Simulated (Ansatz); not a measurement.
# C3H5NO (acrylamide): HF/def2-SVP

What is the electronic atomisation energy of C3H5NO (acrylamide) at HF/def2-SVP? 

Program for the calculation: Ansatz 0.2.0.

64 further runs of the same task are left out: 64 set aside as unsound or not needed.

### Step 1. The system as given

C3H5NO: 10 atoms, total charge 0, spin state singlet. As SMILES, `C=CC(N)=O`. Geometry: relaxed at PBE0-D4/def2-TZVP. This is one conformer, not always the lowest.

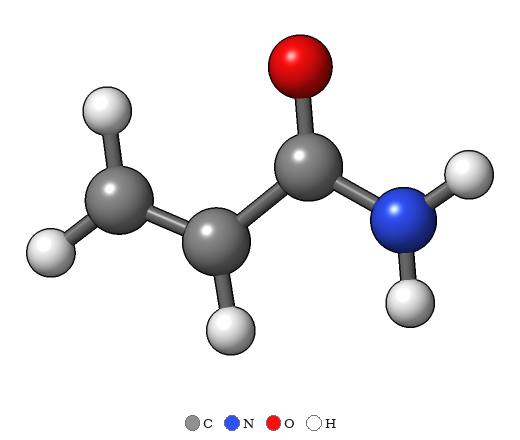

The structure, seen from a chosen angle (carbon grey, nitrogen blue, oxygen red, hydrogen white).

### Step 2. The energy at HF/def2-SVP

Input file job.yaml:

```yaml
crystal:
  periodic: [false, false, false]
  atoms:
    - {symbol: C, position_ang: [-0.558600, -0.299760, 1.693560]}
    - {symbol: C, position_ang: [0.225020, 0.037950, 0.680540]}
    - {symbol: C, position_ang: [-0.272440, -0.052300, -0.720640]}
    - {symbol: N, position_ang: [0.631540, 0.322960, -1.661880]}
    - {symbol: O, position_ang: [-1.390460, -0.428740, -1.006250]}
    - {symbol: H, position_ang: [-0.221030, -0.243200, 2.721170]}
    - {symbol: H, position_ang: [-1.568270, -0.643650, 1.496300]}
    - {symbol: H, position_ang: [1.240620, 0.385630, 0.848750]}
    - {symbol: H, position_ang: [0.359560, 0.286490, -2.628460]}
    - {symbol: H, position_ang: [1.554040, 0.634620, -1.423100]}
basis:
  gaussian: {orbitals: def2-SVP}
hamiltonian: {xc: hf}
accuracy: high
output: {orbitals: {seedname: orbitals}}
```

Run with:

```bash
$ ansatz run job.yaml --threads 1 --pin off --max-ram 3480MiB --events-out events.jsonl --progress --plain --runs-dir runs
```

Standard output:

```text
Warning: RAYON_NUM_THREADS=1 ignored (pool sized by the plan → 1); use --threads N
Functional definition: HF
  name "HF"
  exchange = exact_x
  correlation = 0
2289 factors; integrals over basis functions are off by at most 9.4e-9 eV
mean field evaluation 1: about -6680.0956 eV, gradient 4.2e1 eV
mean field evaluation 2: about -6680.2307 eV, gradient 4.2e1 eV
mean field evaluation 4: about -6684.1151 eV, gradient 5.1e0 eV
mean field evaluation 8: about -6684.1975 eV, gradient 3.9e-1 eV
mean field -6684.19893296 eV, -245.6397800737 hartree, gradient 6.7e-8 eV, S^2 0.000000; 0 other end points of the search recorded, 0 dependent functions left out
reference -6684.19893296 eV, -245.6397800737 hartree; 19, 19 occupied and 76, 76 virtual orbitals, 2289 factors
Total energy: -6684.19893296 eV, -245.6397800737 hartree
```

Wall time 2.6 s (1 thread of AMD EPYC 7R43 (Zen 3), shared host); peak memory 0.29 GiB.

### Step 3. The C atom at the same level

Input file run.yaml:

```yaml
crystal:
  periodic: [false, false, false]
  atoms:
    - {symbol: C, position_ang: [0.000000, 0.000000, 0.000000]}
basis:
  gaussian: {orbitals: def2-SVP}
hamiltonian: {xc: hf}
magnetization: {spin_polarized: true, initial_magnetization: 2}
accuracy: high
```

Run the same way, it converges to -37.64523 Eh (log not shown).

### Step 4. The H atom at the same level

Input file in.yaml:

```yaml
basis:
  gaussian:
    orbitals: def2-SVP
crystal:
  periodic: [false, false, false]
  atoms:
    - symbol: H
      position_ang: [0.000000, 0.000000, 0.000000]
magnetization:
  spin_polarized: true
  initial_magnetization: 1
hamiltonian:
  xc: hf
accuracy: high
```

Run the same way, it converges to -0.49928 Eh (log not shown).

### Step 5. The N atom at the same level

Input file input.yaml:

```yaml
crystal:
  periodic: [false, false, false]
  atoms:
    - {symbol: "N", position_ang: [0.000000, 0.000000, 0.000000]}
basis:
  gaussian:
    orbitals: def2-SVP
total_charge: 0
magnetization:
  spin_polarized: true
  initial_magnetization: 3
hamiltonian:
  xc: hf
accuracy: high
```

Run the same way, it converges to -54.33653 Eh (log not shown).

### Step 6. The O atom

Input file molecule.yaml:

```yaml
basis:
  gaussian: {orbitals: def2-SVP}
crystal:
  periodic: [false, false, false]
  atoms:
    - {symbol: O, position_ang: [0.000000, 0.000000, 0.000000]}
magnetization: {spin_polarized: true, initial_magnetization: 2}
hamiltonian: {xc: hf}
accuracy: high
```

Run the same way, it converges to -74.72010 Eh (log not shown).

### Step 7. Results

Level: HF/def2-SVP.

```
                     quantity          value
       molecule: total energy  -245.63978 Eh
        molecule: HOMO energy      -10.62 eV
        molecule: LUMO energy        3.05 eV
      molecule: HOMO–LUMO gap       13.67 eV
         C atom: total energy   -37.64523 Eh
                 C atom: ⟨S²⟩          2.007
         H atom: total energy    -0.49928 Eh
                 H atom: ⟨S²⟩          0.750
         N atom: total energy   -54.33653 Eh
                 N atom: ⟨S²⟩          3.757
         O atom: total energy   -74.72010 Eh
                 O atom: ⟨S²⟩          2.005
electronic atomisation energy      31.322 eV
```

Taking the molecule apart into free atoms costs 31.32 eV (3022 kJ/mol), before zero-point energy and without spin-orbit coupling. Hartree–Fock lacks the correlation of the bonding pairs, which as a rule makes this value much too low; in minimal bases other errors can mask that.
